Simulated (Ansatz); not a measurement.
# (SrO)2(KF)2 [001] superlattice, started as rocksalt type: phonons and vibrational spectra

Wanted: phonon frequencies of (SrO)2(KF)2 [001] superlattice, started as rocksalt type and what follows from them.

Program: Ansatz 0.2.0. Level of theory: DFT LDA, scalar-relativistic, plane waves, PAW. Results are calculated unless marked as measured.

The structure was built from a prototype and need not be the compound's stable phase.

### Step 1. Set-up

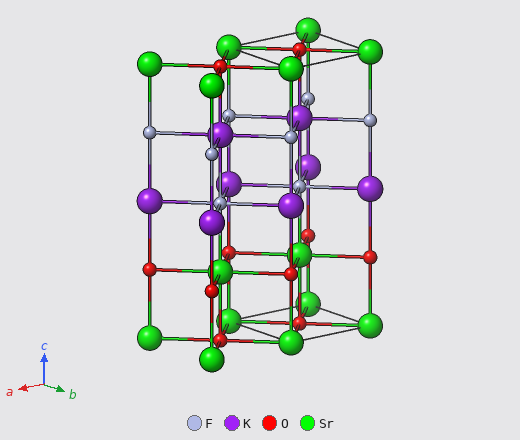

Start, viewed from a free direction; fluorine light blue, potassium purple, oxygen red, strontium green. 2×1×1 cells are drawn. Some periodic images of atoms are drawn too.

Coordinates:

```cif
data_structure
_symmetry_space_group_name_H-M 'P4/nmm:1'
_symmetry_Int_Tables_number 129
_cell_length_a 3.7158
_cell_length_b 3.7158
_cell_length_c 10.5100
_cell_angle_alpha 90.000
_cell_angle_beta 90.000
_cell_angle_gamma 90.000
_cell_volume 145.12
loop_
_atom_site_label
_atom_site_type_symbol
_atom_site_symmetry_multiplicity
_atom_site_Wyckoff_symbol
_atom_site_fract_x
_atom_site_fract_y
_atom_site_fract_z
_atom_site_occupancy
F1 F 2 c 0.00000 0.50000 0.37500 1
K1 K 2 c 0.50000 0.00000 0.37500 1
O1 O 2 c 0.00000 0.50000 0.87500 1
Sr1 Sr 2 c 0.50000 0.00000 0.87500 1
```

### Step 2. Bringing the structure to rest

The cell and atoms are relaxed, since residual forces and stress would shift the frequencies.

input.yaml

```yaml
crystal:
  lattice:
    - [2.6275, 2.6275, 0.0]
    - [-2.6275, 2.6275, 0.0]
    - [0.0, 0.0, 10.51]
  atoms:
    - { symbol: F, position: [0.5, 0.5, 0.5] }
    - { symbol: F, position: [1.0, 0.0, 0.75] }
    - { symbol: K, position: [0.0, 0.0, 0.5] }
    - { symbol: K, position: [0.5, 0.5, 0.75] }
    - { symbol: O, position: [0.5, 0.5, 0.0] }
    - { symbol: O, position: [1.0, 0.0, 0.25] }
    - { symbol: Sr, position: [0.0, 0.0, 0.0] }
    - { symbol: Sr, position: [0.5, 0.5, 0.25] }
kpoints:
  mp_grid: { grid: [6, 6, 2] }
hamiltonian:
  xc: lda
scf:
  occupations: { method: gaussian, width: 0.02 }
output:
  forces: true
  stress: true
  eigenvalues: true
  write_density: true
  write_potential: true
  elf: true
  volumetric_format: npy
relax:
  adjacent_minimum: "off"
  f_tol: 0.005
  max_steps: 80
  cell: { stress_tol: 0.05 }
```

Command:

```sh
$ ansatz run input.yaml --threads 8 --pin off --max-ram 14336MiB --backend cpu --events-out ev --progress --plain --runs-dir out
```

Numbers of over 12 decimals in the logs are rounded to 6 here.

The program printed:

```text
Engine: ansatz 0.2.0, aarch64-unknown-linux-gnu
Pseudopotentials: kind: paw
Pseudopotential: F, paw, valence charge 7, recommended cutoff 420 eV (normal), F.paw.azcp
Pseudopotential: K, paw, valence charge 9, recommended cutoff 420 eV (normal), K.paw.azcp
Pseudopotential: O, paw, valence charge 6, recommended cutoff 420 eV (normal), O.paw.azcp
Pseudopotential: Sr, paw, valence charge 10, recommended cutoff 420 eV (normal), Sr.paw.azcp
Functional definition: SPW92
  exchange = slater_x
  correlation = pw_c
Crystal: 8 atoms, lattice volume = 145.117 Å³
Basis set: ecut = 420 eV, 2875 PW (Γ)
Bands: 40, of which v1, the nominal top of the filled ones, is band 32 counted from 1 (31 counted from 0)
Symmetry: 16 space group operations
Space group: P4/nmm (ITA 129), of the structure as read, at distance tolerance 5.3e-5 Å
k-points: 20 of 72
Non-local potential: F, projectors of the file, l = 0: 2, l = 1: 2, l = 2: 1
Non-local potential: K, projectors of the file, l = 0: 3, l = 1: 2, l = 2: 2
Non-local potential: O, projectors of the file, l = 0: 2, l = 1: 2, l = 2: 1
Non-local potential: Sr, projectors of the file, l = 0: 3, l = 1: 2, l = 2: 2
PAW form: soft (Blöchl's): semilocal exchange-correlation on the pseudo side does not see the compensation charge
PAW frozen core: F, regenerated for the run's functional, and the local potential with it (the file was generated under x = pbe(κ = 0.804, μ = 0.219515), c = pbe(β = 0.066725))
PAW frozen core: K, regenerated for the run's functional, and the local potential with it (the file was generated under x = pbe(κ = 0.804, μ = 0.219515), c = pbe(β = 0.066725))
PAW frozen core: O, regenerated for the run's functional, and the local potential with it (the file was generated under x = pbe(κ = 0.804, μ = 0.219515), c = pbe(β = 0.066725))
PAW frozen core: Sr, regenerated for the run's functional, and the local potential with it (the file was generated under x = pbe(κ = 0.804, μ = 0.219515), c = pbe(β = 0.066725))
PAW one-centre angular grid: F, 110 points (default); XC on 64 Gauss nodes
PAW one-centre angular grid: K, 110 points (default); XC on 64 Gauss nodes
PAW one-centre angular grid: O, 110 points (default); XC on 64 Gauss nodes
PAW one-centre angular grid: Sr, 110 points (default); XC on 64 Gauss nodes
Initial density: superposition of atomic densities (neutral atoms: chi_scale 0, normalization atom), corrected by the library's trained network
Initial wavefunctions: pseudopotential atomic-orbital guess
Functional: x = slater, c = lda
SCF iter   1: F=—  HF=-12590.734017 eV  |F-HF|=—  |Δ(HF+E_count)|=         —  Δρ=1.66e-2  dr2=3.59e-1  ethr=1.77e-3  ⟨swp⟩=10.4  Hψ=4527  notcnv=0
preconditioner: auto → Resta (q_TF=auto, 2.380 Å⁻¹)  ε∞=3.4  [insulator: Δε(μ)=2.925 eV  Ē_g=14.986 eV  σ=0.020 eV  W_gap=1.00  n_scr=26 (ndim 8)  ℏωp=23.1 eV  f_vac=0.049  D(μ)=0.00/eV (n_scr^D=0)  ε∞_Penn≈3.4]
SCF iter   2: F=—  HF=-12590.658678 eV  |F-HF|=—  |Δ(HF+E_count)|=   7.53e-2  Δρ=7.81e-3  dr2=4.75e-2  ethr=5.61e-4  ⟨swp⟩=2.6  Hψ=1673  notcnv=0  defer=50
SCF iter   3: F=—  HF=-12590.647564 eV  |F-HF|=—  |Δ(HF+E_count)|=   1.11e-2  Δρ=2.38e-3  dr2=5.30e-3  ethr=7.42e-5  ⟨swp⟩=2.6  Hψ=1304  notcnv=0  defer=51
SCF iter   4: F=—  HF=-12590.646346 eV  |F-HF|=—  |Δ(HF+E_count)|=   1.22e-3  Δρ=1.19e-3  dr2=1.55e-3  ethr=8.29e-6  ⟨swp⟩=3.0  Hψ=1432  notcnv=0  defer=51
SCF iter   5: F=—  HF=-12590.645981 eV  |F-HF|=—  |Δ(HF+E_count)|=   3.65e-4  Δρ=1.89e-4  dr2=4.21e-5  ethr=2.42e-6  ⟨swp⟩=2.0  Hψ=1309  notcnv=0  defer=51
SCF iter   6: F=—  HF=-12590.645998 eV  |F-HF|=—  |Δ(HF+E_count)|=   1.71e-5  Δρ=4.72e-5  dr2=2.02e-6  ethr=6.58e-8  ⟨swp⟩=2.1  Hψ=1431  notcnv=0  defer=51
SCF iter   7: F=-12590.645999 eV  HF=-12590.645999 eV  |F-HF|=2.84e-8  |Δ(HF+E_count)|=   1.12e-6  Δρ=7.32e-6  dr2=6.95e-8  ethr=1.56e-10  ⟨swp⟩=14.4  Hψ=6840  notcnv=0
SCF 1 converged in 7 iterations: F = -12590.645999 eV  dr2 = 6.95e-8
  greatest PAW one-centre occupation: 0.987 electrons in one spin orbital (limit 2), on the Sr atom at site 7 (counted from 0), in its partial waves of l = 0
relax step   1: F+E_penalty+E_count = -12590.64599928 eV  Δ(F+E_penalty+E_count) = +0.000e0 eV  max|allowed force component| = 5.416e-1 eV/Å  Δτ_max = 0.0000 Å  P = -5.688 GPa  Ω = 145.117 Å³  (7 SCF iters, dr2 threshold 1.00e-7 eV, accepted)
Crystal: 8 atoms, lattice volume = 126.207 Å³
Basis set: ecut = 420 eV, 2445 PW (Γ)
Initial density: handed on by an earlier stage of this run
Initial wavefunctions: those handed on with the density
iter 1 solved again at ethr=1.52e-3 eV; its pass at ethr=3.10e-3 eV (dr2=9.70e-1 eV) is discarded
SCF iter   1: F=—  HF=-12591.196167 eV  |F-HF|=—  |Δ(HF+E_count)|=         —  Δρ=2.43e-2  dr2=9.73e-1  ethr=1.52e-3  ⟨swp⟩=1.2  Hψ=4879  notcnv=0
preconditioner: auto → Resta (q_TF=auto, 2.436 Å⁻¹)  ε∞=3.5  [insulator: Δε(μ)=3.562 eV  Ē_g=15.530 eV  σ=0.020 eV  W_gap=1.00  n_scr=26 (ndim 8)  ℏωp=24.7 eV  f_vac=0.018  D(μ)=0.00/eV (n_scr^D=0)  ε∞_Penn≈3.5]
SCF iter   2: F=—  HF=-12590.938796 eV  |F-HF|=—  |Δ(HF+E_count)|=   2.57e-1  Δρ=1.15e-2  dr2=1.82e-1  ethr=1.52e-3  ⟨swp⟩=3.0  Hψ=1363  notcnv=0  defer=2
SCF iter   3: F=—  HF=-12590.884015 eV  |F-HF|=—  |Δ(HF+E_count)|=   5.48e-2  Δρ=4.60e-3  dr2=5.01e-2  ethr=2.84e-4  ⟨swp⟩=3.0  Hψ=1416  notcnv=0  defer=52
SCF iter   4: F=—  HF=-12590.867759 eV  |F-HF|=—  |Δ(HF+E_count)|=   1.63e-2  Δρ=1.90e-3  dr2=5.10e-3  ethr=7.83e-5  ⟨swp⟩=3.5  Hψ=1327  notcnv=0  defer=52
SCF iter   5: F=—  HF=-12590.866314 eV  |F-HF|=—  |Δ(HF+E_count)|=   1.45e-3  Δρ=1.55e-3  dr2=2.75e-3  ethr=7.97e-6  ⟨swp⟩=3.0  Hψ=1613  notcnv=0  defer=50
SCF iter   6: F=—  HF=-12590.865576 eV  |F-HF|=—  |Δ(HF+E_count)|=   7.38e-4  Δρ=2.95e-4  dr2=9.93e-5  ethr=4.30e-6  ⟨swp⟩=2.0  Hψ=1137  notcnv=0  defer=50
SCF iter   7: F=—  HF=-12590.865555 eV  |F-HF|=—  |Δ(HF+E_count)|=   2.10e-5  Δρ=5.99e-5  dr2=5.90e-6  ethr=1.55e-7  ⟨swp⟩=2.1  Hψ=1234  notcnv=0  defer=50
SCF iter   8: F=-12590.865554 eV  HF=-12590.865554 eV  |F-HF|=7.49e-9  |Δ(HF+E_count)|=   1.01e-6  Δρ=1.64e-5  dr2=3.30e-7  ethr=1.25e-9  ⟨swp⟩=18.4  Hψ=7506  notcnv=0
SCF 2 converged in 8 iterations: F = -12590.865554 eV  dr2 = 3.30e-7
relax step   2: F+E_penalty+E_count = -12590.86555360 eV  Δ(F+E_penalty+E_count) = -2.196e-1 eV  max|allowed force component| = 5.490e-1 eV/Å  Δτ_max = 0.1349 Å  P = +5.258 GPa  Ω = 126.207 Å³  energy of the carried Pulay correction = +5.959e-2 eV  (8 SCF iters, dr2 threshold 8.00e-7 eV, accepted)
Crystal: 8 atoms, lattice volume = 134.762 Å³
Basis set: ecut = 420 eV, 2603 PW (Γ)
[...]
SCF iter   8: F=-12590.982704 eV  HF=-12590.982704 eV  |F-HF|=4.47e-9  |Δ(HF+E_count)|=   3.61e-7  Δρ=7.12e-6  dr2=5.51e-8  ethr=1.25e-9  ⟨swp⟩=16.8  Hψ=6932  notcnv=0
SCF 3 converged in 8 iterations: F = -12590.982704 eV  dr2 = 5.51e-8
relax step   3: F+E_penalty+E_count = -12590.98270359 eV  Δ(F+E_penalty+E_count) = -1.171e-1 eV  max|allowed force component| = 2.201e-1 eV/Å  Δτ_max = 0.0568 Å  P = -0.908 GPa  Ω = 134.762 Å³  energy of the carried Pulay correction = +3.163e-2 eV  (8 SCF iters, dr2 threshold 8.00e-7 eV, accepted)
[...]
relax step   4: F+E_penalty+E_count = -12590.97323890 eV  Δ(F+E_penalty+E_count) = +9.465e-3 eV  max|allowed force component| = 3.957e-1 eV/Å  Δτ_max = 0.0449 Å  P = -0.049 GPa  Ω = 133.541 Å³  energy of the carried Pulay correction = +3.552e-2 eV  (8 SCF iters, dr2 threshold 8.00e-7 eV, rejected (line search))
[...]
relax step   5: F+E_penalty+E_count = -12590.99617222 eV  Δ(F+E_penalty+E_count) = -1.347e-2 eV  max|allowed force component| = 1.773e-2 eV/Å  Δτ_max = 0.0184 Å  P = +0.076 GPa  Ω = 133.297 Å³  energy of the carried Pulay correction = +3.630e-2 eV  (10 SCF iters, accepted)
[...]
relax step   6: F+E_penalty+E_count = -12590.99574708 eV  Δ(F+E_penalty+E_count) = +4.251e-4 eV  max|allowed force component| = 7.044e-3 eV/Å  Δτ_max = 0.0030 Å  P = +0.001 GPa  Ω = 133.467 Å³  energy of the carried Pulay correction = +3.575e-2 eV  (7 SCF iters, dr2 threshold 4.60e-8 eV, accepted)
[...]
relax step   7: F+E_penalty+E_count = -12590.99570119 eV  Δ(F+E_penalty+E_count) = +4.589e-5 eV  max|allowed force component| = 1.123e-3 eV/Å  Δτ_max = 0.0016 Å  P = -0.000 GPa  Ω = 133.491 Å³  energy of the carried Pulay correction = +3.568e-2 eV  (7 SCF iters, dr2 threshold 3.10e-9 eV, accepted)
[...]
relax step   8: F+E_penalty+E_count = -12590.97246353 eV  Δ(F+E_penalty+E_count) = +2.324e-2 eV  max|allowed force component| = 1.177e-3 eV/Å  Δτ_max = 0.0000 Å  P = -0.320 GPa  Ω = 133.491 Å³  stress off target by 3.34e-1 GPa  SCF on the basis re-selected at this cell (its energy is not comparable with the rows above)  (7 SCF iters)
[...]
relax step   9: F+E_penalty+E_count = -12590.97503666 eV  Δ(F+E_penalty+E_count) = -2.573e-3 eV  max|allowed force component| = 3.510e-3 eV/Å  Δτ_max = 0.0016 Å  P = +0.012 GPa  Ω = 132.873 Å³  energy of the carried Pulay correction = +1.974e-3 eV  (6 SCF iters, dr2 threshold 2.79e-7 eV, accepted)
iter 1 solved again at ethr=4.97e-7 eV; its pass at ethr=3.10e-3 eV (dr2=3.18e-4 eV) is discarded
SCF iter   1: F=—  HF=-12590.973536 eV  |F-HF|=—  |Δ(HF+E_count)|=         —  Δρ=3.48e-5  dr2=2.71e-7  ethr=4.97e-7  ⟨swp⟩=3.5  Hψ=6636  notcnv=0
eigensolver tolerance schedule: the retry pair's looser diagonalisation over-reported the residual by 1173.69 of it (diagonalisation noise at 0.23 of the residual, at the tolerance the schedule requests for it); recorded, not acted on — ethr = c·dr2/N_el stays at c = 1.0e-1
preconditioner: auto → Resta (q_TF=auto, 2.416 Å⁻¹)  ε∞=3.4  [insulator: Δε(μ)=3.381 eV  Ē_g=15.435 eV  σ=0.020 eV  W_gap=1.00  n_scr=26 (ndim 8)  ℏωp=24.1 eV  f_vac=0.032  D(μ)=0.00/eV (n_scr^D=0)  ε∞_Penn≈3.4]
SCF iter   2: F=—  HF=-12590.973533 eV  |F-HF|=—  |Δ(HF+E_count)|=   2.94e-6  Δρ=1.61e-5  dr2=9.96e-8  ethr=4.23e-10  ⟨swp⟩=3.3  Hψ=1685  notcnv=0
SCF iter   3: F=—  HF=-12590.973533 eV  |F-HF|=—  |Δ(HF+E_count)|=   3.41e-9  Δρ=7.22e-6  dr2=1.99e-8  ethr=1.56e-10  ⟨swp⟩=2.0  Hψ=1034  notcnv=0
SCF iter   4: F=—  HF=-12590.973533 eV  |F-HF|=—  |Δ(HF+E_count)|=   1.80e-9  Δρ=1.41e-6  dr2=2.54e-9  ethr=3.11e-11  ⟨swp⟩=2.0  Hψ=1318  notcnv=0
SCF iter   5: F=—  HF=-12590.973533 eV  |F-HF|=—  |Δ(HF+E_count)|=  4.37e-10  Δρ=5.59e-7  dr2=6.01e-10  ethr=3.97e-12  ⟨swp⟩=2.0  Hψ=1067  notcnv=0
SCF iter   6: F=-12590.973533 eV  HF=-12590.973533 eV  |F-HF|=4.37e-11  |Δ(HF+E_count)|=  1.00e-10  Δρ=2.43e-7  dr2=6.15e-11  ethr=1.00e-12  ⟨swp⟩=5.2  Hψ=4446  notcnv=0
SCF 10 converged in 6 iterations: F = -12590.973533 eV  dr2 = 6.15e-11
relax step  10: F+E_penalty+E_count = -12590.97353294 eV  Δ(F+E_penalty+E_count) = +1.504e-3 eV  max|allowed force component| = 3.583e-3 eV/Å  Δτ_max = 0.0000 Å  P = -0.003 GPa  Ω = 132.873 Å³  stress off target by 5.90e-3 GPa  SCF on the basis re-selected at this cell (its energy is not comparable with the rows above)  (6 SCF iters)
basis re-selected at this cell: Δ(F+E_penalty+E_count) = +1.504e-3 eV, ΔP = -0.015 GPa vs the last step (what re-selecting the basis moved, of the pressure what is left beyond the Pulay correction that the steps carried, after the strain that the cell walked since its last selection, with what the two solves' SCF thresholds leave and, on support functions, any second-order correction that the steps lacked; it is no m [...]
SCF converged after 6 iterations
Free energy (F): -12590.973533 eV
Harris-Foulkes:  -12590.973533 eV  (|F-HF|=4.37e-11)
Internal energy: -12590.973533 eV  (E = F + TS)
E sigma→0 (E₀):  -12590.973533 eV
Fermi energy:    8.358646 eV
--- Per-component energies (eV) ---
  E_band       = -336.086136
  E_kinetic    = 1767.834348
  E_local      = -3803.699977  (includes V_loc(G=0)·N_el)
  E_nonlocal   = 694.998603
  E_hartree    = 1204.025994
  E_xc         = -917.377092
  E_vxc        = -1048.575701  (∫ρ·V_xc dr)
  E_paw        = -7348.234336  (= ΣΔE_a)
  E_vpaw       = -354.704427  (= ΣTr[D̂ρ^β])
  E_aug_tail   = 0.008965  (compensation charges beyond the density's cutoff)
  E_ewald      = -4190.053655
  E_core_change = 1.523617  (= ΣΔE_core)
  E_smearing   = -0.000000  (= −TS)
  E_closure    = -0.000000  (closes the sum)
  Σ components = -12590.973533   (vs F -12590.973533, Δ=0.00e0)
--- Forces (eV/Å), atoms counted from 1 ---
  atom   1  F     -0.00000000    -0.00000000     0.00358349
  atom   2  F     -0.00000000    -0.00000000    -0.00358349
  atom   3  K     -0.00000000    -0.00000000     0.00267716
  atom   4  K     -0.00000000    -0.00000000    -0.00267716
  atom   5  O     -0.00000000    -0.00000000    -0.00171655
  atom   6  O     -0.00000000    -0.00000000     0.00171655
  atom   7  Sr    -0.00000000     0.00000000     0.00250818
  atom   8  Sr    -0.00000000     0.00000000    -0.00250818
  max |Σ_I F_I| component: 8.67e-19 eV/Å
--- Stress (GPa, compression-positive) ---
       -0.005902      -0.000000       0.000000
       -0.000000      -0.005902       0.000000
        0.000000       0.000000       0.001825
  P = ⅓ Tr σ = -0.0033 GPa (-0.033 kbar)
--- Band table (eV; the first three rows and the last of 20) ---
  k-point 0: bands = [... 28 lower, 6.6011, 6.6011, 6.6680, 6.6680, 10.0492, 10.1336, 11.4599, 11.9350, ... 4 higher]
  k-point 1: bands = [... 28 lower, 6.6015, 6.6015, 6.6664, 6.6664, 10.1755, 10.6038, 11.0976, 11.1471, ... 4 higher]
  k-point 2: bands = [... 28 lower, 6.1299, 6.2456, 6.3208, 6.3546, 10.6456, 10.8589, 12.0119, 12.2889, ... 4 higher]
  k-point 19: bands = [... 28 lower, 6.2985, 6.2985, 6.5283, 6.5283, 10.7165, 10.7165, 11.5604, 11.5604, ... 4 higher]
--- Relaxed structure (8 steps of the walk, 7 accepted, 2 SCFs on fresh bases) ---
  F+E_penalty+E_count = -12590.97353294 eV   max|allowed force component| = 3.583e-3 eV/Å   (the final SCF, on the basis selected at the relaxed cell)
  cell:  # Å, volume = 132.8725 Å³
    - [2.538949, 2.538949, 0.0]
    - [-2.538949, 2.538949, 0.0]
    - [0.0, 0.0, 10.306167]
  atoms:
    - { symbol: F, position: [0.500000, 0.500000, 0.493299] }
    - { symbol: F, position: [1.000000, 0.0, 0.756701] }
    - { symbol: K, position: [0, 0, 0.499954] }
    - { symbol: K, position: [0.500000, 0.500000, 0.750046] }
    - { symbol: O, position: [0.500000, 0.500000, 0.00818037] }
    - { symbol: O, position: [1.000000, 0.0, 0.241820] }
    - { symbol: Sr, position: [0, 0, 0.00360416] }
    - { symbol: Sr, position: [0.500000, 0.500000, 0.246396] }
```

Elapsed: 13 s, on 8 threads of Arm Neoverse V2, shared host; peak memory 0.61 GiB; 94 s of CPU time.

Relaxation path:

```
step  energy less that of the first step (eV)  largest force component (eV/Å)  pressure (GPa)  volume (Å³)
   1                                   0.0000                          0.5416           -5.69       145.12
   2                                  -0.2196                          0.5490            5.26       126.21
   3                                  -0.3367                          0.2201           -0.91       134.76
   4                                  -0.3272                          0.3957           -0.05       133.54
   5                                  -0.3502                          0.0177            0.08       133.30
   6                                  -0.3497                          0.0070            0.00       133.47
   7                                  -0.3497                          0.0011            0.00       133.49
  8*                                  -0.3265                          0.0012           -0.32       133.49
   9                                  -0.3290                          0.0035            0.01       132.87
 10*                                  -0.3275                          0.0036            0.00       132.87
```

Relaxation steps marked * repeat the geometry before them on a plane-wave basis chosen anew for their cell, so energy and pressure can jump there. Relaxation step 4 was tried and not accepted.

Forces are held to the 16 operations that the run works with; a distortion that breaks them can't arise in this run.

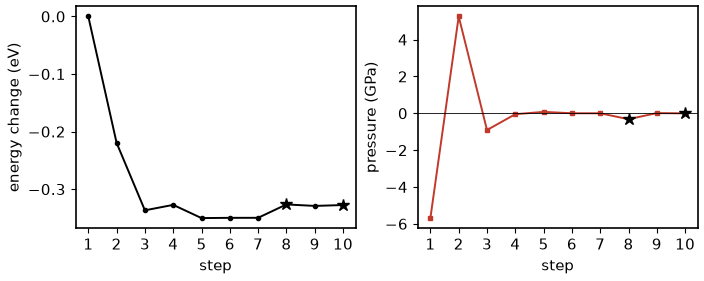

Energy and pressure along the relaxation. Stars mark steps on a basis chosen anew.

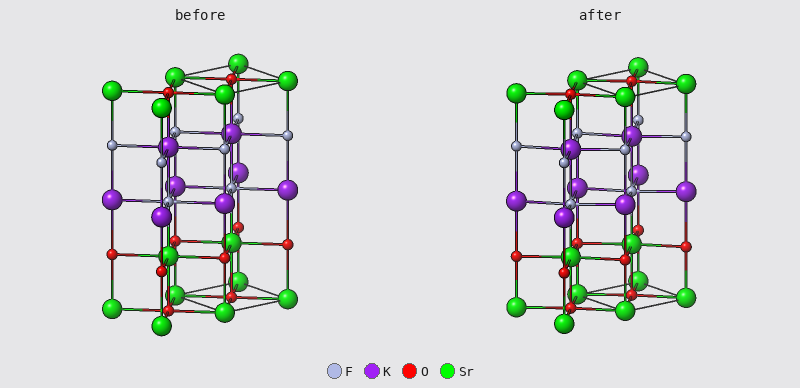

The structure before and after the relaxation, drawn at the same scale.

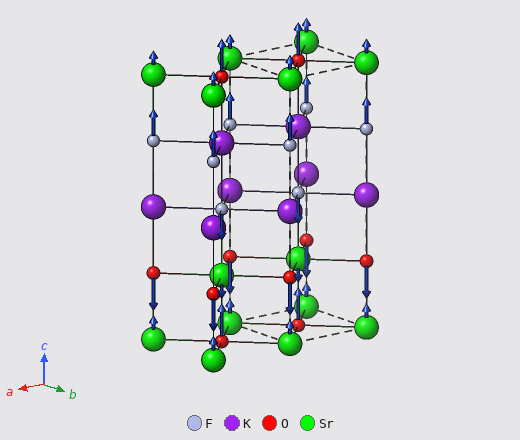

Displacements in the relaxation, exaggerated, measured against the changing cell; the longest in the cell stands for 0.08 Å. 2×1×1 cells are drawn. Some periodic images of atoms are drawn too.

```
conventional cell, symmetrised  before   after  change
                         a (Å)   3.716   3.591  -3.4 %
                         b (Å)   3.716   3.591  -3.4 %
                         c (Å)  10.510  10.306  -1.9 %
              volume (Å³/atom)   18.14   16.61  -8.4 %
```

The atoms that moved most (Å, as changes of fractional coordinates times the final cell):

```
atom     dx     dy      dz  length
  O6  0.000  0.000  -0.084   0.084
  O5  0.000  0.000   0.084   0.084
  F2  0.000  0.000   0.069   0.069
  F1  0.000  0.000  -0.069   0.069
 Sr8  0.000  0.000  -0.037   0.037
 Sr7  0.000  0.000   0.037   0.037
```

A gap read on the k-mesh alone can miss the band edges.

This step gave:

```
pressure           : -0.003326 GPa
gap on the k-mesh  : 3.381 eV
volume per atom    : 16.61 Å³
direct gap on mesh : 3.381 eV
```

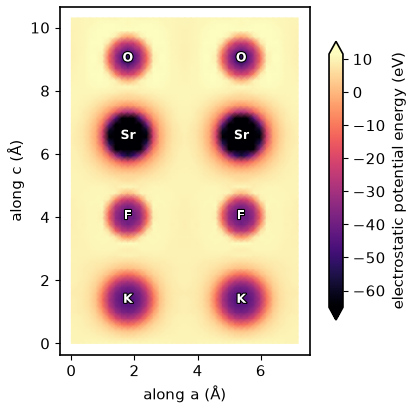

Electrostatic potential energy in the ac plane at fractional y = 0.000, with atoms of F and K and O and Sr within 0.2 Å of it. With pseudopotentials it is smooth inside the atoms' cores, unlike the true potential. The map starts off the cell's origin, so that atoms lie inside it.

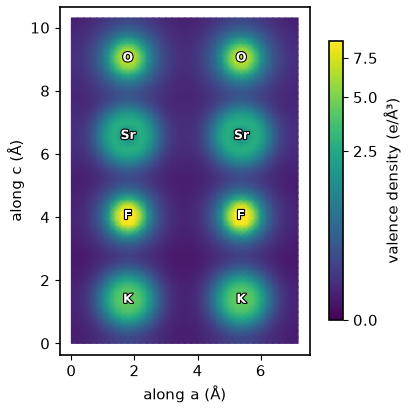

Valence density in the ac plane at fractional y = 0.000, with atoms of F and K and O and Sr within 0.2 Å of it. It is the smooth field of the valence electrons, not physical close to the nuclei. The map starts off the cell's origin, so that atoms lie inside it. The colour scale is stretched toward low values.

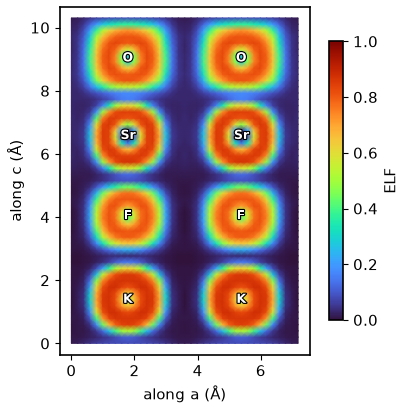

ELF in the ac plane at fractional y = 0.000, with atoms of F and K and O and Sr within 0.2 Å of it. It is the smooth field of the valence electrons, not physical close to the nuclei. The map starts off the cell's origin, so that atoms lie inside it.

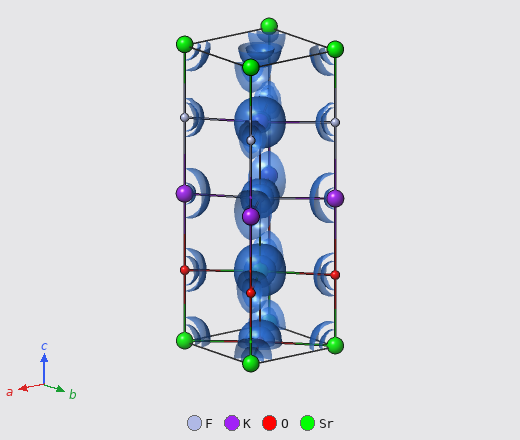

Surface of ELF = 0.8.

In this step the volume went from 18.14 to 16.61 Å³/atom.

(Continued in part 2 of 3.)

[Logs are printed without paths, hosts, clocks, repeated set-up lines and the standing remarks that a program may print on its own settings, such as how far it seeks lower states.]

[Hosts, paths, dates, database ids (printed as entryN), source tags and the programs' standing remarks are cut or masked in the printed files.]
